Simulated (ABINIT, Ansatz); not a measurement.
## BaZrSe3 (P1): G0W0 with ABINIT, start to end

Aim: the G0W0 gap of BaZrSe3 (P1) on PBEsol, step by step.

Program: ABINIT 10.8.3. Level of theory: PBEsol and many-body steps on it, plane waves. Results are calculated unless marked as measured.

**1. The structure**

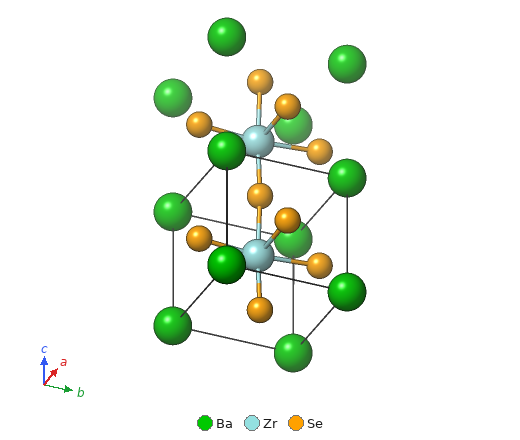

The starting structure, seen from a free direction (barium green, zirconium light teal, selenium orange). 1×1×2 cells are drawn. Some periodic images of atoms are drawn too.

Coordinates:

```cif
data_structure
_symmetry_space_group_name_H-M 'P1'
_symmetry_Int_Tables_number 1
_cell_length_a 5.2874
_cell_length_b 5.2964
_cell_length_c 5.3095
_cell_angle_alpha 89.891
_cell_angle_beta 89.914
_cell_angle_gamma 89.961
_cell_volume 148.69
loop_
_atom_site_label
_atom_site_type_symbol
_atom_site_symmetry_multiplicity
_atom_site_Wyckoff_symbol
_atom_site_fract_x
_atom_site_fract_y
_atom_site_fract_z
_atom_site_occupancy
Ba1 Ba 1 a 0.99864 0.99848 0.99867 1
Zr1 Zr 1 a 0.47658 0.49007 0.47673 1
Se1 Se 1 a 0.48832 0.99851 0.50269 1
Se2 Se 1 a 0.98384 0.51164 0.51854 1
Se3 Se 1 a 0.49261 0.50131 0.99337 1
```

The cell and positions are those that the Materials Project relaxed with its own functionals (PBE, PBE+U or r2SCAN), kept fixed. Spin-orbit coupling is left out unless a step names it.

**2. Ground state**

This step: ABINIT 10.8.3; DFT, PBEsol, plane waves, norm-conserving pseudopotentials.

The ground-state density comes first.

The input, run.abi:

```
acell 3*1.0 Angstrom
rprim 
  5.287383000000 -0.000000000000 -0.000000000000
  0.003576000000 5.296392000000 -0.000000000000
  0.007950000000 0.010054000000 5.309462000000
ntypat 3
znucl 56 40 34
natom 5
typat 1 2 3 3 3
xred 
  0.998643000000 0.998478000000 0.998673000000
  0.476578000000 0.490069000000 0.476727000000
  0.488317000000 0.998506000000 0.502693000000
  0.983845000000 0.511636000000 0.518540000000
  0.492614000000 0.501310000000 0.993370000000
pp_dirpath "pseudos"
pseudos "Ba.upf, Zr.upf, Se.upf"
ecut 48
ngkpt 4 4 4
nshiftk 1
shiftk 0 0 0
kptopt 1
chksymbreak 0
nband 53
occopt 1
tolvrs 1e-10
nstep 60
prtwf 0
optforces 0
optstress 0
indata_prefix "in"
outdata_prefix "out"
tmpdata_prefix "tmp"
```

On the command line:

```
OMP_NUM_THREADS=1 mpirun -n 8 abinit run.abi > log
```

Numbers of over 12 decimals in the logs are rounded to 6 here.

Log:

```text
.Version 10.8.3 of ABINIT. v10.8.2 released Aug 2026.

 Symmetries : space group P1 (#  1); Bravais aP (primitive triclinic)
================================================================================
 Values of the parameters that define the memory need of the present run
     intxc =       0    ionmov =       0      iscf =       7    lmnmax =       6
     lnmax =       6     mgfft =      64  mpssoang =       3    mqgrid =    3130
     natom =       5  nloc_mem =       1    nspden =       1   nspinor =       1
    nsppol =       1      nsym =       1    n1xccc =    2501    ntypat =       3
    occopt =       1   xclevel =       2
-    mband =          53        mffmem =           1         mkmem =           5
       mpw =       15958          nfft =      262144          nkpt =          36
================================================================================
  Rough estimation (10% accuracy) of disk space for files :
================================================================================

--------------------------------------------------------------------------------
------------- Echo of variables that govern the present computation ------------
--------------------------------------------------------------------------------
 -outvars: echo values of preprocessed input variables --------
            acell      1.8897261259E+00  1.8897261259E+00  1.8897261259E+00 Bohr

      chksymbreak           0
             ecut      4.80000000E+01 Hartree
-          fftalg         312

              ixc     -116133
              kpt      0.00000000E+00  0.00000000E+00  0.00000000E+00
                       2.50000000E-01  0.00000000E+00  0.00000000E+00
                       5.00000000E-01  0.00000000E+00  0.00000000E+00
                       0.00000000E+00  2.50000000E-01  0.00000000E+00
                       2.50000000E-01  2.50000000E-01  0.00000000E+00
                       5.00000000E-01  2.50000000E-01  0.00000000E+00
                      -2.50000000E-01  2.50000000E-01  0.00000000E+00
                       0.00000000E+00  5.00000000E-01  0.00000000E+00
                       2.50000000E-01  5.00000000E-01  0.00000000E+00
   [... 25 further rows ...]
                       2.50000000E-01  5.00000000E-01  5.00000000E-01
                       5.00000000E-01  5.00000000E-01  5.00000000E-01
         kptrlatt        4    0    0      0    4    0      0    0    4
          kptrlen      3.99668232E+01
P           mkmem           5
            natom           5
            nband          53
            ngfft          64      64      64
             nkpt          36
            nstep          60
             nsym           1
           ntypat           3
              occ      2.000000  2.000000  2.000000  2.000000  2.000000  2.000000
                       2.000000  2.000000  2.000000  2.000000  2.000000  2.000000
                       2.000000  2.000000  2.000000  2.000000  2.000000  2.000000
                       2.000000  2.000000  2.000000  2.000000  2.000000  2.000000
                       2.000000  2.000000  2.000000  2.000000  2.000000  2.000000
                       2.000000  2.000000  2.000000  2.000000  2.000000  2.000000
                       2.000000  2.000000  2.000000  2.000000  2.000000  2.000000
                       2.000000  2.000000  2.000000  2.000000  2.000000  0.000000
                       0.000000  0.000000  0.000000  0.000000  0.000000
        optforces           0
        optstress           0
            prtwf           0
            rprim      5.2873830000E+00 -0.0000000000E+00 -0.0000000000E+00
[...]
spgroup           1
           tolvrs      1.00000000E-10

             xred      9.9864300000E-01  9.9847800000E-01  9.9867300000E-01
[...]
znucl       56.00000   40.00000   34.00000

================================================================================

 chkinp: Checking input parameters for consistency.

================================================================================
== DATASET  1 ==================================================================
-   mpi_nproc: 8, omp_nthreads: 1 (-1 if OMP is not activated)

--- !DatasetInfo
iteration_state: {dtset: 1, }
dimensions: {natom: 5, nkpt: 36, mband: 53, nsppol: 1, nspinor: 1, nspden: 1, mpw: 15958, }
cutoff_energies: {ecut:  48.0, pawecutdg:  -1.0, }
electrons: {nelect:   9.40000000E+01, charge:   0.00000000E+00, occopt:   1.00000000E+00, tsmear:   1.00000000E-02, }

 Real(R)+Recip(G) space primitive vectors, cartesian coordinates (Bohr,Bohr^-1):
 R(1)=  9.9917058  0.0000000  0.0000000  G(1)=  0.1000830 -0.0000676 -0.0001497
 R(2)=  0.0067577 10.0087303  0.0000000  G(2)=  0.0000000  0.0999128 -0.0001892
 R(3)=  0.0150233  0.0189993 10.0334291  G(3)=  0.0000000  0.0000000  0.0996668
 Unit cell volume ucvol=  1.0033859E+03 bohr^3
 Angles (23,13,12)=  8.98914470E+01  8.99142097E+01  8.99613152E+01 degrees

 getcut: wavevector=  0.0000  0.0000  0.0000  ngfft=  64  64  64
         ecut(hartree)=     48.000   => boxcut(ratio)=   2.04524

--- Pseudopotential description ------------------------------------------------
- Ba Generated using ONCVPSP code by D. R. Hamann
- 56.00000  10.00000  180301                  znucl, zion, pspdat
12 -116133 2 -1 1936                          pspcod,pspxc,lmax,lloc,mmax
[...]
12 -116133 2 -1 1604                          pspcod,pspxc,lmax,lloc,mmax
     nproj     2     2     2
  pspatm : epsatm=   18.88750569
         --- l  ekb(1:nproj) -->
[...]
pspatm: atomic psp has been read  and splines computed

- Se Generated using ONCVPSP code by D. R. Hamann
- 34.00000  24.00000  180301                  znucl, zion, pspdat
12 -116133 2 -1 1198                          pspcod,pspxc,lmax,lloc,mmax
     nproj     2     2     2
  pspatm : epsatm=   25.27915816
         --- l  ekb(1:nproj) -->
[...]
pspatm: atomic psp has been read  and splines computed

   1.10262044E+04                                ecore*ucvol(ha*bohr**3)
--------------------------------------------------------------------------------

_setup2: Arith. and geom. avg. npw (full set) are   15938.891   15938.883

================================================================================

--- !BeginCycle
iteration_state: {dtset: 1, }
solver: {iscf: 7, nstep: 60, nline: 4, wfoptalg: 0, }
tolerances: {tolvrs: 1.00E-10, }

     iter   Etot(hartree)      deltaE(h)  residm     vres2
 ETOT  1  -1085.0955327386    -1.085E+03 1.785E+00 2.126E+03
 ETOT  2  -1092.5364916241    -7.441E+00 5.216E-02 5.477E+03
 ETOT  3  -1093.1055722884    -5.691E-01 1.876E-02 1.354E+03
 ETOT  4  -1093.1935397338    -8.797E-02 2.690E-02 5.683E+02
 ETOT  5  -1093.2377069260    -4.417E-02 4.002E-03 1.420E+02
 ETOT  6  -1093.2480104626    -1.030E-02 4.982E-03 2.771E+01
 ETOT  7  -1093.2509564120    -2.946E-03 2.044E-03 2.468E-01
 ETOT  8  -1093.2509787497    -2.234E-05 2.259E-03 6.824E-02
 ETOT  9  -1093.2509825180    -3.768E-06 5.507E-04 6.281E-03
 ETOT 10  -1093.2509832353    -7.174E-07 5.160E-04 4.032E-05
 ETOT 11  -1093.2509832390    -3.673E-09 1.877E-04 1.193E-06
 ETOT 12  -1093.2509832391    -1.214E-10 1.283E-04 1.239E-07
 ETOT 13  -1093.2509832391     4.115E-11 2.522E-04 7.077E-09
 ETOT 14  -1093.2509832391    -6.662E-11 1.334E-04 1.843E-09
 ETOT 15  -1093.2509832391    -1.000E-11 2.341E-04 1.121E-10
 ETOT 16  -1093.2509832391     5.343E-11 1.038E-04 9.820E-12

 At SCF step   16       vres2   =  9.82E-12 < tolvrs=  1.00E-10 =>converged.

--- !ResultsGS
iteration_state: {dtset: 1, }
comment   : Summary of ground state results
lattice_vectors:
- [  9.9917058,  -0.0000000,  -0.0000000, ]
- [  0.0067577,  10.0087303,  -0.0000000, ]
- [  0.0150233,   0.0189993,  10.0334291, ]
lattice_lengths: [   9.99171,   10.00873,   10.03346, ]
lattice_angles: [ 89.891,  89.914,  89.961, ] # degrees, (23, 13, 12)
lattice_volume:   1.0033859E+03
convergence: {deltae:  5.343E-11, res2:  9.820E-12, residm:  1.038E-04, diffor:  0.000E+00, }
etotal    :  -1.09325098E+03
entropy   :   0.00000000E+00
fermie    :   2.12745016E-01
cartesian_stress_tensor: null
pressure_GPa: null
xred      :
- [  9.9864E-01,   9.9848E-01,   9.9867E-01, Ba]
- [  4.7658E-01,   4.9007E-01,   4.7673E-01, Zr]
- [  4.8832E-01,   9.9851E-01,   5.0269E-01, Se]
- [  9.8385E-01,   5.1164E-01,   5.1854E-01, Se]
- [  4.9261E-01,   5.0131E-01,   9.9337E-01, Se]
cartesian_forces: null
force_length_stats: {min: null, max: null, mean: null, }

 Integrated electronic density in atomic spheres:
 ------------------------------------------------
 Atom  Sphere_radius  Integrated_density
[...]
================================================================================

 ----iterations are completed or convergence reached----

 Mean square residual over all n,k,spin=   16.273E-08; max=  10.385E-05
 reduced coordinates (array xred) for    5 atoms
       0.998643000000      0.998478000000      0.998673000000
       0.476578000000      0.490069000000      0.476727000000
       0.488317000000      0.998506000000      0.502693000000
       0.983845000000      0.511636000000      0.518540000000
       0.492614000000      0.501310000000      0.993370000000
 rms dE/dt=  0.0000E+00; max dE/dt=  0.0000E+00; dE/dt below (all hartree)
    1       0.000000000000      0.000000000000      0.000000000000
    2       0.000000000000      0.000000000000      0.000000000000
    3       0.000000000000      0.000000000000      0.000000000000
    4       0.000000000000      0.000000000000      0.000000000000
    5       0.000000000000      0.000000000000      0.000000000000

 cartesian coordinates (angstrom) at end:
    1      5.291718     5.298372     5.302416
    2      2.525393     2.600391     2.531164
    3      2.589486     5.293533     2.669029
    4      5.207917     2.715038     2.753168
    5      2.614329     2.665122     5.274260
 length scales=  1.889726125908  1.889726125908  1.889726125908 bohr
              =  1.000000000000  1.000000000000  1.000000000000 angstroms
 prteigrs : about to open file out_EIG
 Fermi (or HOMO) energy (hartree) =   0.21275   Average Vxc (hartree)=  -0.35699
 Eigenvalues (hartree) for nkpt=  36  k points:
 kpt#   1, nband= 53, wtk=  0.01563, kpt=  0.0000  0.0000  0.0000 (reduced coord)
  -7.38876   -7.38798   -7.38789   -5.17196   -5.17155   -5.17149   -5.17139   -5.17135
  -5.17068   -5.17063   -5.17053   -5.17045   -1.61080   -1.51195   -1.51133   -1.51121
  -1.51120   -1.51114   -1.51053   -1.51050   -1.51049   -1.51044   -1.51043   -1.51038
  -1.50958   -1.50955   -1.50936   -1.50932   -0.82018   -0.80447   -0.80441   -0.80416
  -0.27231   -0.27209   -0.27198   -0.26301   -0.22975   -0.22884    0.09307    0.09419
   0.09463    0.16285    0.16453    0.16641    0.18354    0.19045    0.19297    0.21857
   0.22335    0.23275    0.28059    0.28334    0.29920
 prteigrs : prtvol=0 or 1, do not print more k-points.

--- !EnergyTerms
iteration_state     : {dtset: 1, }
comment             : Components of total free energy in Hartree
kinetic             :  4.59101244991945E+02
hartree             :  4.82992236254390E+02
xc                  : -1.02249310012666E+02
Ewald energy        : -4.39823265550086E+02
psp_core            :  1.09889963134471E+01
local_psp           : -1.25582213621615E+03
non_local_psp       : -2.48438749019973E+02
total_energy        : -1.09325098323910E+03
total_energy_eV     : -2.97488747687175E+04
band_energy         : -1.93258682347597E+02

== END DATASET(S) ==============================================================
================================================================================

 -outvars: echo values of variables after computation  --------
           etotal     -1.0932509832E+03
            nband          53
             nkpt          36
          spgroup           1
 [... the other variables as echoed above ...]

 Calculation completed.
```

Elapsed: 5.2 min, on 8 MPI ranks of AMD EPYC 7R43, shared host; peak memory 1.4 GiB; 42 min of CPU time.

Numbers from this step:

```
total energy               : -29748.8748 eV
gap                        : 0.1584 eV
k of the valence top       : 0.5, 0.5, 0.5
k of the conduction bottom : 0, 0, 0
least direct gap           : 0.6966 eV
```

The gap is indirect, with the least direct gap 0.54 eV higher.

(Continued in part 2 of 3.)

[Paths, hosts, dates, memory and timing lines, banners, echoed tables and standing remarks are left out of the program output.]

[Logs are printed without paths, hosts, clocks, repeated set-up lines and the standing remarks that a program may print on its own settings, such as how far it seeks lower states.]

[Runs of the session that timed out or met a known fault of the program may be left out.]

[Hosts, paths, dates, database ids (printed as entryN), source tags and the programs' standing remarks are cut or masked in the printed files.]

[G0W0 gaps are taken among the corrected bands and points alone; a level outside them can change the order at an edge.]

[Where Ansatz stands beside ABINIT at settings called matched, ABINIT's density can come from a denser mesh and the files from another edition; pairs whose starting gaps differed by over 0.03 eV were left out, so agreement reads better than it is.]
